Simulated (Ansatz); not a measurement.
## Electronic structure of C3H9MgN (SMILES C[CH](C)[Mg][NH2]) in real space

```xyz
14

C    -0.5207    0.5337    1.6339
C     0.4776    0.3072    0.5000
C     1.3255   -0.9318    0.7815
Mg   -0.4376    0.2650   -1.4026
N    -1.2624    0.2269   -3.1063
H    -0.0181    0.5856    2.6117
H    -1.0879    1.4630    1.5187
H    -1.2501   -0.2810    1.7069
H     1.1554    1.1726    0.4803
H     2.1166   -1.0804    0.0396
H     1.8168   -0.8714    1.7646
H     0.7225   -1.8468    0.7958
H    -0.9231   -0.2498   -3.9290
H    -2.1273    0.6780   -3.3663
```

Geometry: PBE0-D4/def2-TZVP.

Computed with RKS PBE0-D4/def2-TZVPP (Ansatz 0.2.0).

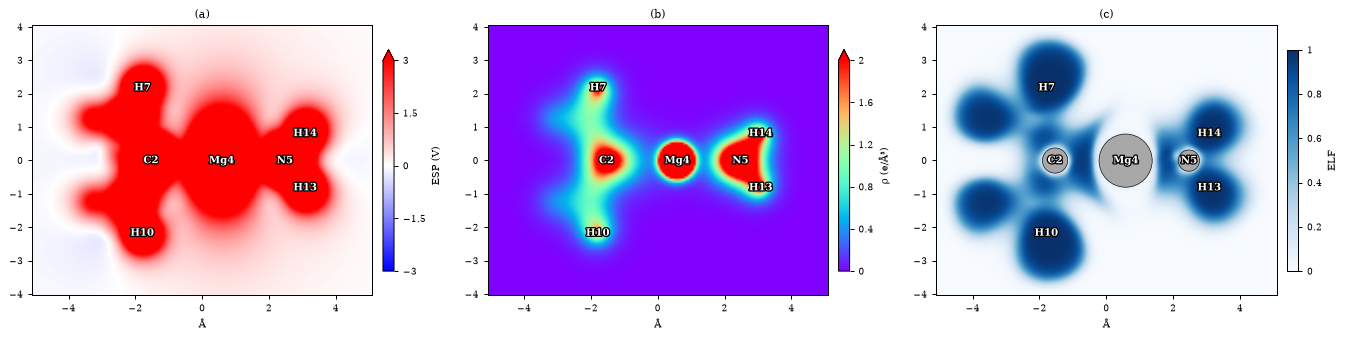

Figure 1. (a) molecular electrostatic potential; (b) electron density; (c) electron localisation function on the plane of atoms H13, N5 and H14. Grey discs cover the atomic cores in the ELF map.

**What do the fields say about this system?**

The plane passes through C, Mg, N and H nuclei.
Mg–N (1.89 Å): ρ at the midpoint is about 0.59 e/Å³; the ELF peaks at about 0.90 in the valence shell of N, 0.7 Å from its nucleus, and falls to about 0.10 next to Mg; an ionic contact with no shared pair.
C–Mg (2.11 Å): the density is about 0.49 e/Å³ at the midpoint; the ELF peaks at about 0.95 in the valence shell of C, 0.8 Å from its nucleus, and is about 0.80 at the midpoint.
N–H (1.01 Å): ρ is about 2.8 e/Å³ halfway; the ELF climbs to about 1 towards the hydrogen, as it does in any bond to H: an ordinary covalent bond to hydrogen.
The potential has no marked negative region in this plane.

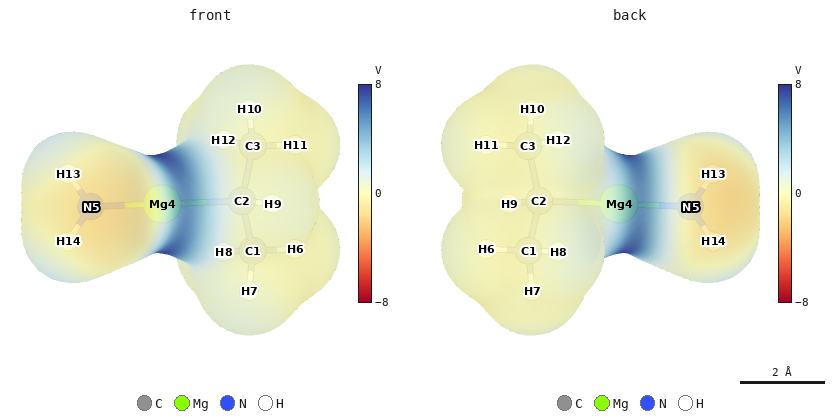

Figure 2. The molecular electrostatic potential painted on the density surface at 0.004 e/bohr³, seen from the front and from behind; the colour scale runs from red (negative) to blue (positive).

**Where is the surface potential most negative and most positive?**

The most negative region (about −1.7 V) lies over N5, the most positive (about +7.4 V) over Mg4. N5 is the likeliest acceptor of a hydrogen bond.

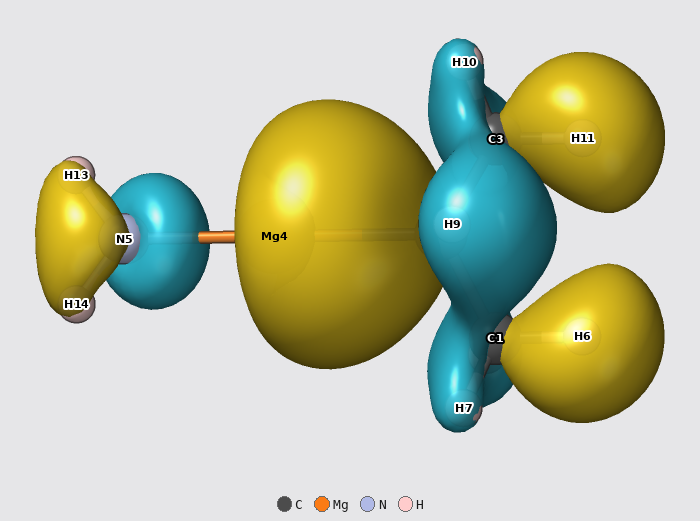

Figure 3. The HOMO−1 at ±0.06 Å⁻³ᐟ² (yellow and cyan are the two phases), seen at a tilt.

**Where does this orbital lie, and at what energy?**

It lies mainly on C2 (about 40 %), Mg4 (about 20 %), C1 (about 5 %) and C3 (about 5 %). Its energy is −6.16 eV.
